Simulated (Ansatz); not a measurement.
# Osmium, omega (AlB2-type) under BLYP: ground state and equation of state, part 2 of 2

The plan for osmium in the omega (AlB2-type) structure: relax it, solve it on a dense k-mesh, then scale the cell to 7 volumes from 88 to 112 % of the relaxed one and try a fit of the equation of state. Spin polarisation is left out. The k-meshes are 9×9×12 for the relaxation; 11×11×15 for the dense run; 9×9×13 for the volumes.

Ansatz 0.2.0; DFT, BLYP, plane waves (420 eV) with PAW, scalar-relativistic.

### 6 At 96 % of the relaxed volume

Input file input.yaml:

```yaml
crystal:
  lattice:
    - [4.3233605463, 0.0, 0.0]
    - [-2.1616802732, 3.7441400628, 0.0]
    - [0.0, 0.0, 2.7304908864]
  atoms:
    - { symbol: Os, position: [1.0, 1.0, 0.0] }
    - { symbol: Os, position: [0.3333333333, 0.6666666667, 0.5] }
    - { symbol: Os, position: [0.6666666667, 0.3333333333, 0.5] }
hamiltonian:
  xc: blyp
  pseudopotentials:
    kind: paw
    azcp:
      Os: "pseudopotentials/Os.paw.azcp"
basis:
  ecutwfc: 420
  fft_grid_basis: typed
kpoints:
  mp_grid: { grid: [9, 9, 13], shift: [0, 0, 0] }
magnetization:
  spin_polarized: false
scf:
  occupations: { method: fermi_dirac, width: 0.1 }
  lower_state_search: "off"
output:
  stress: true
```

The program printed (excerpt; [...] marks lines left out):

```text
Warning: RAYON_NUM_THREADS=2 ignored (pool sized by the plan → 2); use --threads N
[...]
Pseudopotentials: kind: paw
Pseudopotential: Os, paw, valence charge 16, recommended cutoff 420 eV (normal), <dir>
Functional definition: BLYP
[...]
Crystal: 3 atoms, lattice volume = 44.199 Å³
Basis set: ecut = 420 eV, 915 PW (Γ), exchange–correlation on 60×60×40 points (8 copies of the dense FFT grid, shifted against one another)
Bands: 29, of which v1, the nominal top of the filled ones, is band 24 counted from 1 (23 counted from 0)
Symmetry: 24 space group operations
Space group: P6/mmm (ITA 191), of the structure as read, at distance tolerance 3.5e-5 Å
k-points: 84 of 1053
[...]
SCF iter   1: F=—  HF=-34227.332513 eV  |F-HF|=—  |Δ(HF+E_count)|=         —  Δρ=1.42e-2  dr2=6.09e-2  ethr=1.77e-3  ⟨swp⟩=5.0  Hψ=8424  notcnv=0
[...]
SCF iter   6: F=-34227.326384 eV  HF=-34227.326384 eV  |F-HF|=1.50e-9  |Δ(HF+E_count)|=   3.24e-7  Δρ=4.94e-6  dr2=6.79e-9  ethr=1.87e-10  ⟨swp⟩=2.0  Hψ=9288  notcnv=0
[...]
SCF converged after 6 iterations
Free energy (F): -34227.326384 eV
[...]
E sigma→0 (E₀):  -34227.287495 eV
Entropy (-TS):   -0.077777 eV (-25.926 meV/atom)
Fermi energy:    25.149968 eV
[...]
--- Stress (GPa, compression-positive) ---
       15.040807       0.000000       0.000000
        0.000000      15.040807       0.000000
        0.000000       0.000000      13.168008
  P = ⅓ Tr σ = 14.4165 GPa (144.165 kbar)
```

Run time: 4.4 s. Hardware: 2 threads of an Arm CPU, shared host; peak memory 0.35 GiB.

### 7 At 100 % of the relaxed volume

input.yaml, as its differences from that of step 6:

```diff
@@ -2,5 +2,5 @@
   lattice:
-    - [4.3233605463, 0.0, 0.0]
-    - [-2.1616802732, 3.7441400628, 0.0]
-    - [0.0, 0.0, 2.7304908864]
+    - [4.3825920237, 0.0, 0.0]
+    - [-2.1912960119, 3.795436027, 0.0]
+    - [0.0, 0.0, 2.7678995197]
   atoms:
```

The program printed (excerpt; [...] marks lines left out):

```text
Warning: RAYON_NUM_THREADS=2 ignored (pool sized by the plan → 2); use --threads N
[...]
Pseudopotentials: kind: paw
Pseudopotential: Os, paw, valence charge 16, recommended cutoff 420 eV (normal), <dir>
Functional definition: BLYP
[...]
Crystal: 3 atoms, lattice volume = 46.041 Å³
Basis set: ecut = 420 eV, 915 PW (Γ), exchange–correlation on 60×60×40 points (8 copies of the dense FFT grid, shifted against one another)
Bands: 29, of which v1, the nominal top of the filled ones, is band 24 counted from 1 (23 counted from 0)
Symmetry: 24 space group operations
Space group: P6/mmm (ITA 191), of the structure as read, at distance tolerance 3.6e-5 Å
k-points: 84 of 1053
[...]
SCF iter   1: F=—  HF=-34227.410629 eV  |F-HF|=—  |Δ(HF+E_count)|=         —  Δρ=1.37e-2  dr2=5.88e-2  ethr=1.77e-3  ⟨swp⟩=4.8  Hψ=8262  notcnv=0
[...]
SCF iter   6: F=-34227.405631 eV  HF=-34227.405631 eV  |F-HF|=7.35e-10  |Δ(HF+E_count)|=   3.20e-7  Δρ=4.03e-6  dr2=4.21e-9  ethr=1.88e-10  ⟨swp⟩=2.0  Hψ=8725  notcnv=0
[...]
SCF converged after 6 iterations
Free energy (F): -34227.405631 eV
[...]
E sigma→0 (E₀):  -34227.363948 eV
Entropy (-TS):   -0.083367 eV (-27.789 meV/atom)
Fermi energy:    23.942053 eV
[...]
--- Stress (GPa, compression-positive) ---
       -0.182416       0.000000       0.000000
        0.000000      -0.182416       0.000000
        0.000000       0.000000       0.183328
  P = ⅓ Tr σ = -0.0605 GPa (-0.605 kbar)
```

Run time: 4.5 s. Hardware: 2 threads of an Arm CPU, shared host; peak memory 0.35 GiB.

### 8 At 104 % of the relaxed volume

input.yaml, as its differences from that of step 7:

```diff
@@ -2,5 +2,5 @@
   lattice:
-    - [4.3825920237, 0.0, 0.0]
-    - [-2.1912960119, 3.795436027, 0.0]
-    - [0.0, 0.0, 2.7678995197]
+    - [4.440264322, 0.0, 0.0]
+    - [-2.220132161, 3.8453817023, 0.0]
+    - [0.0, 0.0, 2.8043234272]
   atoms:
@@ -27 +27,5 @@
   stress: true
+  write_density: true
+  write_potential: true
+  elf: true
+  volumetric_format: npy
```

The program printed (excerpt; [...] marks lines left out):

```text
Warning: RAYON_NUM_THREADS=2 ignored (pool sized by the plan → 2); use --threads N
[...]
Pseudopotentials: kind: paw
Pseudopotential: Os, paw, valence charge 16, recommended cutoff 420 eV (normal), <dir>
Functional definition: BLYP
[...]
Crystal: 3 atoms, lattice volume = 47.882 Å³
Basis set: ecut = 420 eV, 939 PW (Γ), exchange–correlation on 60×60×40 points (8 copies of the dense FFT grid, shifted against one another)
Bands: 29, of which v1, the nominal top of the filled ones, is band 24 counted from 1 (23 counted from 0)
Symmetry: 24 space group operations
Space group: P6/mmm (ITA 191), of the structure as read, at distance tolerance 3.6e-5 Å
k-points: 84 of 1053
[...]
SCF iter   1: F=—  HF=-34227.341098 eV  |F-HF|=—  |Δ(HF+E_count)|=         —  Δρ=1.33e-2  dr2=5.73e-2  ethr=1.77e-3  ⟨swp⟩=4.5  Hψ=8212  notcnv=0
[...]
SCF iter   6: F=-34227.336658 eV  HF=-34227.336658 eV  |F-HF|=2.28e-9  |Δ(HF+E_count)|=   3.35e-7  Δρ=3.41e-6  dr2=2.99e-9  ethr=2.08e-10  ⟨swp⟩=7.9  Hψ=14687  notcnv=0
[...]
SCF converged after 6 iterations
Free energy (F): -34227.336658 eV
[...]
E sigma→0 (E₀):  -34227.292004 eV
Entropy (-TS):   -0.089308 eV (-29.769 meV/atom)
Fermi energy:    22.823724 eV
[...]
--- Stress (GPa, compression-positive) ---
      -12.211462      -0.000000       0.000000
       -0.000000     -12.211462       0.000000
        0.000000       0.000000     -10.038580
  P = ⅓ Tr σ = -11.4872 GPa (-114.872 kbar)
--- Band table (eV; the first three rows and the last of 84) ---
[...]
```

Run time: 7.1 s. Hardware: 2 threads of an Arm CPU, shared host; peak memory 0.37 GiB.

### 9 At 108 % of the relaxed volume

input.yaml, as its differences from that of step 8:

```diff
@@ -2,5 +2,5 @@
   lattice:
-    - [4.440264322, 0.0, 0.0]
-    - [-2.220132161, 3.8453817023, 0.0]
-    - [0.0, 0.0, 2.8043234272]
+    - [4.4964761668, 0.0, 0.0]
+    - [-2.2482380834, 3.894062588, 0.0]
+    - [0.0, 0.0, 2.8398249609]
   atoms:
@@ -27,5 +27 @@
   stress: true
-  write_density: true
-  write_potential: true
-  elf: true
-  volumetric_format: npy
```

The program printed (excerpt; [...] marks lines left out):

```text
Warning: RAYON_NUM_THREADS=2 ignored (pool sized by the plan → 2); use --threads N
[...]
Pseudopotentials: kind: paw
Pseudopotential: Os, paw, valence charge 16, recommended cutoff 420 eV (normal), <dir>
Functional definition: BLYP
[...]
Crystal: 3 atoms, lattice volume = 49.724 Å³
Basis set: ecut = 420 eV, 963 PW (Γ), exchange–correlation on 64×64×40 points (8 copies of the dense FFT grid, shifted against one another)
Bands: 29, of which v1, the nominal top of the filled ones, is band 24 counted from 1 (23 counted from 0)
Symmetry: 24 space group operations
Space group: P6/mmm (ITA 191), of the structure as read, at distance tolerance 3.7e-5 Å
k-points: 84 of 1053
[...]
SCF iter   1: F=—  HF=-34227.155276 eV  |F-HF|=—  |Δ(HF+E_count)|=         —  Δρ=1.29e-2  dr2=5.77e-2  ethr=1.77e-3  ⟨swp⟩=4.3  Hψ=8106  notcnv=0
[...]
SCF iter   6: F=-34227.150885 eV  HF=-34227.150885 eV  |F-HF|=5.08e-9  |Δ(HF+E_count)|=   3.55e-7  Δρ=3.90e-6  dr2=3.46e-9  ethr=2.08e-10  ⟨swp⟩=4.0  Hψ=7677  notcnv=0
[...]
SCF converged after 6 iterations
Free energy (F): -34227.150885 eV
[...]
E sigma→0 (E₀):  -34227.103100 eV
Entropy (-TS):   -0.095570 eV (-31.857 meV/atom)
Fermi energy:    21.785542 eV
[...]
--- Stress (GPa, compression-positive) ---
      -21.681120      -0.000000       0.000000
       -0.000000     -21.681120       0.000000
        0.000000       0.000000     -18.054751
  P = ⅓ Tr σ = -20.4723 GPa (-204.723 kbar)
```

Wall time 4.5 s (2 threads of an Arm CPU, shared host); peak memory 0.36 GiB.

### 10 At 112 % of the relaxed volume

input.yaml, as its differences from that of step 9:

```diff
@@ -2,5 +2,5 @@
   lattice:
-    - [4.4964761668, 0.0, 0.0]
-    - [-2.2482380834, 3.894062588, 0.0]
-    - [0.0, 0.0, 2.8398249609]
+    - [4.5513166468, 0.0, 0.0]
+    - [-2.2756583234, 3.9415558368, 0.0]
+    - [0.0, 0.0, 2.8744603861]
   atoms:
```

The program printed (excerpt; [...] marks lines left out):

```text
Warning: RAYON_NUM_THREADS=2 ignored (pool sized by the plan → 2); use --threads N
[...]
Pseudopotentials: kind: paw
Pseudopotential: Os, paw, valence charge 16, recommended cutoff 420 eV (normal), <dir>
Functional definition: BLYP
[...]
Crystal: 3 atoms, lattice volume = 51.566 Å³
Basis set: ecut = 420 eV, 999 PW (Γ), exchange–correlation on 64×64×40 points (8 copies of the dense FFT grid, shifted against one another)
Bands: 29, of which v1, the nominal top of the filled ones, is band 24 counted from 1 (23 counted from 0)
Symmetry: 24 space group operations
Space group: P6/mmm (ITA 191), of the structure as read, at distance tolerance 3.7e-5 Å
k-points: 84 of 1053
[...]
SCF iter   1: F=—  HF=-34226.878311 eV  |F-HF|=—  |Δ(HF+E_count)|=         —  Δρ=1.27e-2  dr2=6.01e-2  ethr=1.77e-3  ⟨swp⟩=4.1  Hψ=8070  notcnv=0
[...]
SCF iter   6: F=-34226.873508 eV  HF=-34226.873508 eV  |F-HF|=9.77e-9  |Δ(HF+E_count)|=   4.33e-7  Δρ=5.19e-6  dr2=6.22e-9  ethr=2.08e-10  ⟨swp⟩=4.0  Hψ=7873  notcnv=0
[...]
SCF converged after 6 iterations
Free energy (F): -34226.873508 eV
[...]
E sigma→0 (E₀):  -34226.822443 eV
Entropy (-TS):   -0.102131 eV (-34.044 meV/atom)
Fermi energy:    20.819374 eV
[...]
--- Stress (GPa, compression-positive) ---
      -29.093732       0.000000       0.000000
        0.000000     -29.093732       0.000000
        0.000000       0.000000     -24.304277
  P = ⅓ Tr σ = -27.4972 GPa (-274.972 kbar)
```

Wall time 4.6 s (2 threads of an Arm CPU, shared host); peak memory 0.37 GiB.

### 11 Fitting the volumes

The cell was scaled evenly, with its shape and the fractional positions fixed.

```csv
V (Å³/atom),E − E₀ (meV/atom),P from the stress (GPa),P from the fit (GPa)
13.505,280.7,55.85,55.76
14.119,113.5,32.72,32.48
14.733,25.4,14.42,14.16
15.347,-0.1,-0.06,-0.30
15.961,23.9,-11.49,-11.73
16.575,86.9,-20.47,-20.75
17.189,180.4,-27.50,-27.86
```

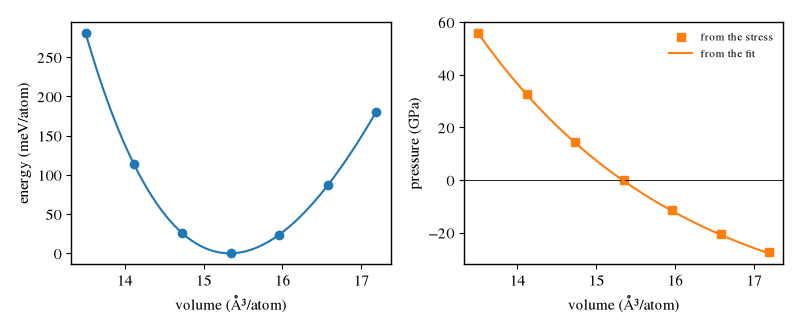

Energy and pressure against volume; the lines are the Birch-Murnaghan fit.

Fit (Birch-Murnaghan, third order): V₀ = 15.332 Å³/atom, B₀ = 322 GPa, B₀′ = 4.9, largest residual 0.08 meV/atom.

The fit is made to E(σ → 0), while the stress belongs to the free energy F; that is one source of the offset between the two pressures.

### 12 Outcome

What follows sums up all 2 parts.

```
                      quantity                                   value
space group (spins left aside)                        P6/mmm (No. 191)
             conventional cell  a = 4.383 Å, c = 2.768 Å (c/a = 0.632)
                        volume                          15.347 Å³/atom
             shortest distance                                 2.530 Å
               gap on the mesh            none (levels filled in part)
               relative to hcp                           +303 meV/atom
 highest ELF outside the cores      0.49, 1.27 Å from the nearest atom
                   V₀, B₀, B₀′            15.332 Å³/atom, 322 GPa, 4.9
```

**Reading.** From the guessed start the volume grew by 9.7 % in 8 steps. Against the reference form of osmium (hcp, computed apart with the same settings) it stands 303 meV/atom higher. No gap shows: it is a metal or semimetal at this level. B₀ comes out at 322 GPa, among the stiffest elements; letting shape and positions relax at each volume could only lower it. The symmetry was held, so the structure may be unstable against distortions that break it.
